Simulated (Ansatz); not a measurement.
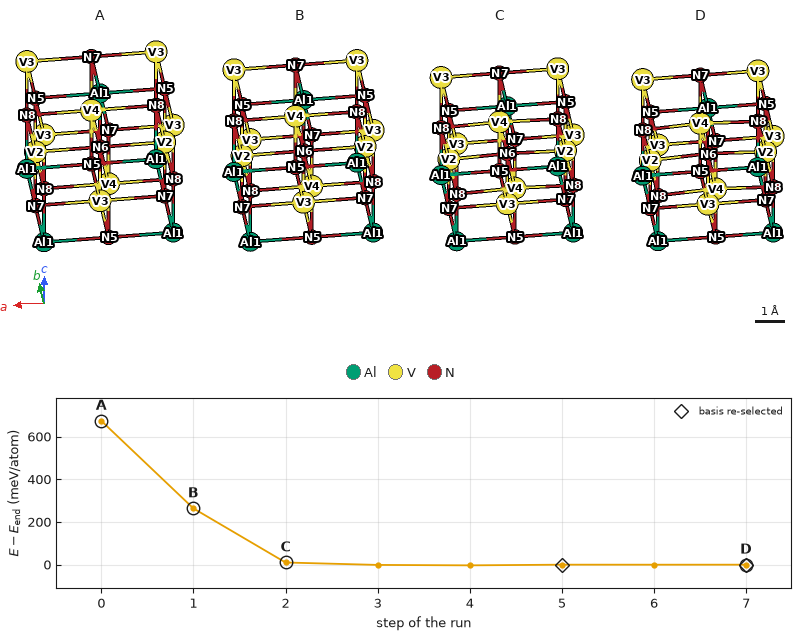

Frames of a relaxation of crystalline AlV$_{3}$N$_{4}$ (a generated structure, set up in I4/mmm) (coarse preliminary run), marked on the history of the run. Style: ball-and-stick. Shown: the atoms within 4.2 Å of the atom that moves most (axes of the conventional cell (2 times the calculation's cell)), from a free direction. Lengths and directions refer to the drawn axes.

Level of theory: DFT PBE, scalar-relativistic, plane waves, PAW (Ansatz 0.2.0).

The input:
```yaml
crystal:
  lattice:
    - [-2.30803032, 2.30803032, 4.61606065]
    - [2.30803032, -2.30803032, 4.61606065]
    - [2.30803032, 2.30803032, -4.61606065]
  atoms:
    - { symbol: Al, position: [0.0, 0.0, 0.0] }
    - { symbol: V, position: [0.75, 0.25, 0.5], spin: 2.0 }
    - { symbol: V, position: [0.5, 0.5, 0.0], spin: 2.0 }
    - { symbol: V, position: [0.25, 0.75, 0.5], spin: 2.0 }
    - { symbol: "N", position: [0.0, 0.5, 0.5] }
    - { symbol: "N", position: [0.75, 0.75, 0.0] }
    - { symbol: "N", position: [0.5, 0.0, 0.5] }
    - { symbol: "N", position: [0.25, 0.25, 0.0] }
basis:
  ecutwfc: 420
kpoints:
  mp_grid: { grid: [6, 6, 6] }
hamiltonian:
  xc: pbe
scf:
  occupations: { method: gaussian, width: 0.1 }
  lower_state_search: "off"
output:
  forces: true
  stress: true
  eigenvalues: true
  populations: true
magnetization:
  spin_polarized: true
relax:
  adjacent_minimum: "off"
  f_tol: 0.04
  max_steps: 70
  cell: { stress_tol: 0.4 }
```

Run as
```bash
ansatz run input.yaml --threads 1 --pin off --max-ram 2560MiB --backend cpu --events-out ev --progress --plain --runs-dir out
```

> Describe the path.

The energy falls by 674 meV per atom in 5 accepted moves (7 points after the start). Largest force component: 0.2 eV/Å at the start, 0.0026 eV/Å at the end. The pressure goes from −40.84 to 0.03 GPa. The SCF was repeated twice at an unchanged geometry on a basis and grid sized afresh for the cell, which shifted the energy by 3.2 meV per atom at most. The largest moves relative to the cell, 0.11 Å, are those of N6 and N8. N6 goes along +c. V and Al stay in place. The volume changes by −28.7 %, with a = b 4.616 → 4.117 Å (−10.8 %), c 9.232 → 8.273 Å (−10.4 %). Some distances before and after: V2–V4 3.264 → 2.911 Å, Al1–N6 2.308 → 1.962 Å, V2–V3 3.264 → 2.918 Å, Al1–N5 2.308 → 2.058 Å. Bond angles that change, for instance: N6–V4–N6 180.0° → 174.1°, V2–N6–V2 180.0° → 174.1°, Al1–N6–V2 90.0° → 93.0°. The space group stays I4/mmm (No. 139). The program noted that the starting moments weren't kept. From step 0 to 1: volume −13.8 %, energy −410 meV per atom. From step 1 to 2: N atoms move most (0.06 Å), volume −14.1 %, energy −253 meV per atom. From step 2 to 7: N atoms move most (0.04 Å), volume −3.7 %, energy −10.2 meV per atom.

```
step  E − E(0), meV/atom  largest force component, eV/Å  pressure, GPa  volume, Å³/atom                      note
   0                0.00                         0.2017         -40.84           12.295                          
   1             -410.19                         0.7699         -33.41           10.595                          
   2             -663.67                         0.5997          -8.55            9.097                          
   3             -675.03                         0.3017           4.36            8.644                          
   4             -677.05                         0.0067          -0.17            8.785                          
   5             -673.87                         0.0053          -0.63            8.785  same geometry, new basis
   6             -674.00                         0.0027           0.04            8.763                          
   7             -673.92                         0.0026           0.03            8.763  same geometry, new basis
```
